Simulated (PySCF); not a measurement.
CH8MgSi: frequency calculation

System: CH8MgSi.
Method: RKS PBE0-D4/def2-SVP, density fitting (PySCF 2.14.0).

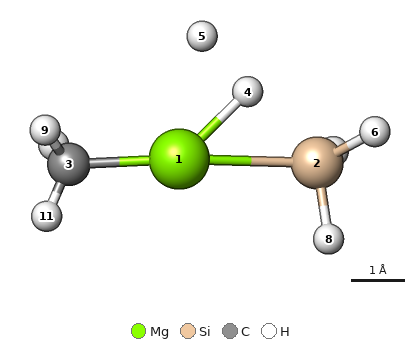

**Figure 1.** The structure as given in the input (ball-and-stick view, seen on its broad side; atoms are numbered from 1 in the order of the input). Sticks mark near contacts.

### Results in brief

| quantity | value |
| --- | --- |
| outcome | converged |
| total energy | −14473.3192 eV |
| hardware | 4 threads of Arm Neoverse V1, 23 GiB of memory available, shared host |
| wall time | 1.7 min (CPU time 6 min) |
| peak memory | 1.2 GiB |

### Input
```python
import json, numpy as np
from pyscf import gto, scf, dft, mp, cc
EV, BOHR = 27.211386245988, 0.529177210903
mol = gto.M(atom="""
Mg -0.333300 -0.401700 -0.239700
Si 1.705200 -0.041500 1.510800
C -1.546100 -0.388300 -1.973800
H -0.033700 0.733800 1.208900
H -1.222000 1.412100 1.054000
H 1.638100 -0.164300 2.977500
H 2.580400 1.110700 1.215600
H 2.528400 -1.211000 1.117300
H -2.599800 -0.435400 -1.710900
H -1.375100 0.566400 -2.470500
H -1.342100 -1.180900 -2.689200
""", basis="def2-svp", charge=0, spin=0, max_memory=8670, verbose=0)
def mean_field(mol, dm=None):
    mf = dft.RKS(mol, xc="pbe0").density_fit()
    mf.conv_tol = 1e-9; mf.grids.level = 4
    mf.kernel(dm0=dm)
    if not mf.converged: mf = mf.newton().run(mf.mo_coeff, mf.mo_occ)
    assert mf.converged
    return mf
def d4(mol):
    from pyscf.dispersion.dftd4 import DFTD4Dispersion
    real = gto.M(atom=[(mol.atom_pure_symbol(i), mol.atom_coord(i)) for i in range(11)], unit='B', charge=mol.charge, spin=None, basis='def2-svp', verbose=0)
    r = DFTD4Dispersion(real, xc="pbe0", atm=True).get_dispersion(grad=True); return r["energy"], r["gradient"]
def energy_and_gradient(mol, dm=None):
    mf = mean_field(mol, dm); e, g = d4(mol)
    return mf, (mf.e_tot + e) * EV, (mf.nuc_grad_method().kernel()[:11] + g) * EV / BOHR
out = {}
from pyscf.hessian import thermo
mf = mean_field(mol); n = mol.natm; h = mf.Hessian().kernel(); x0 = mol.atom_coords()
for i in range(n):
    for a in range(3):
        g = []
        for s in (1, -1):
            x = x0.copy(); x[i, a] += s * 0.005; g.append(d4(mol.set_geom_(x, unit='B', inplace=False))[1])
        h[i, :, a, :] += (g[0] - g[1]) / 0.01
for i in range(n): h[i, i] -= h[i].sum(0)  # translational sum rule: the analytic Hessian lacks the grid's response
w = thermo.harmonic_analysis(mol, h, imaginary_freq=False)['freq_wavenumber']; r = w[w > 0] * 1.239842e-4; T = [298.15, 498.15, 698.15, 898.15]
print("Vibrations: " + " ".join(f"{a:.2f}" for a in w) + f" cm⁻¹, zero-point energy {r.sum() / 2:.6f} eV")
A = [r.sum() / 2 + 8.617333e-5 * t * np.log(1 - np.exp(-r / 8.617333e-5 / t)).sum() for t in T]
out.update(energy=(mf.e_tot + d4(mol)[0]) * EV, converged=True, hessian=(h.transpose(0, 2, 1, 3).reshape(3 * n, -1) * EV / BOHR**2).round(5).tolist(), temperatures=T, free_energy=A)
out['s2'] = mf.spin_square()[0]; out['nelec'] = mol.nelec
print(f"Total energy {out['energy']:.6f} eV, <S^2> {out['s2']:.4f}")
json.dump(out, open("out.json", "w"), default=float)
```

Command:
```bash
OMP_NUM_THREADS=4 python run.py
```

### What the program printed
```
Vibrations: -1380.33 -339.55 -217.76 -63.37 125.45 206.09 287.15 311.07 496.10 502.12 542.96 595.39 676.41 820.91 900.71 906.43 1080.17 1167.17 1396.79 1402.30 1550.85 2270.82 2317.99 2337.07 3169.04 3278.93 3296.08 cm⁻¹, zero-point energy 1.837322 eV
Total energy -14473.319244 eV, <S^2> 0.0000
```

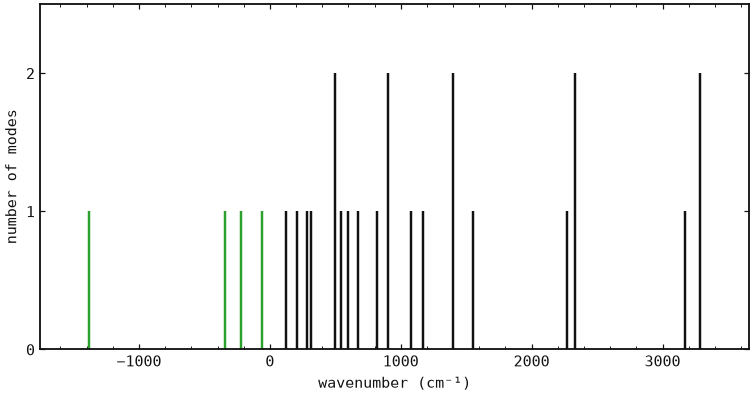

**Figure 2.** Harmonic vibrational wavenumbers from the force constants; neighbouring modes closer than 21 cm⁻¹ are counted in one stick, and imaginary ones are drawn at negative wavenumbers. 27 modes from 1380i to 3296 cm⁻¹, 4 imaginary beyond 8i (1380i, 340i, 218i, 63i cm⁻¹): not a minimum.
